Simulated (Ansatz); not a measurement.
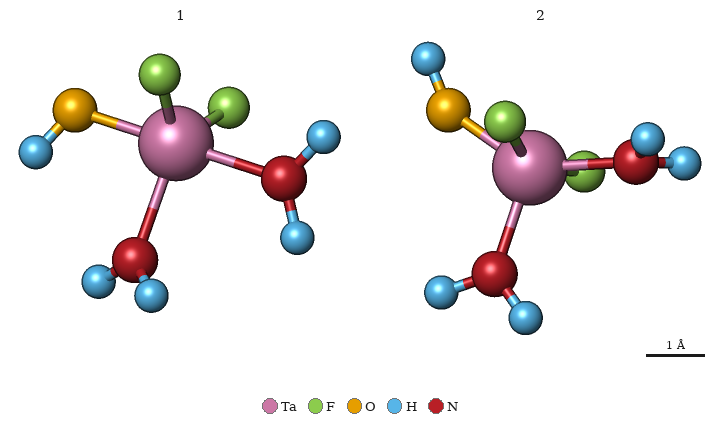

Two geometries of TaN2H5OF2, drawn at one scale. One is the start of a relaxation, the other its converged end. The picture is a ball-and-stick view, seen at a tilt.

Theory: RKS PBE-D4/def2-SVP (Ansatz 0.2.0). (no spin polarisation; force threshold 0.02 eV/Å; at most 40 steps)

Which of the two is the end point?

Structure 2 is the relaxed one. The run prepares the start of a later molecular dynamics calculation, from a guessed geometry. The largest move after the best rigid fit is that of an H atom, 1.74 Å. By element the largest moves are H 1.74 Å, F 1.12 Å, Ta 0.44 Å, N 0.34 Å, O 0.23 Å. Some distances before and after: N–Ta 2.160 → 1.967 Å, N–Ta 2.160 → 2.001 Å, O–Ta 2.020 → 1.919 Å, H–O 1.010 → 0.970 Å. Among the angles between lasting bonds that change: O–Ta–N 180.0° → 144.7°, Ta–O–H 109.5° → 144.0°, F–Ta–F 120.0° → 153.0°. Groups turn about N–Ta by about 35°. After 23 accepted moves (24 points after the start) the energy has fallen by 35.9 kcal/mol. Largest force component: 2 eV/Å at the start, 0.017 eV/Å at the end. The line search rejected the trial step at point 21 of the run. Cost: 69 s on 2 threads of Arm Neoverse V2, on a shared host, peak memory 0.18 GiB.
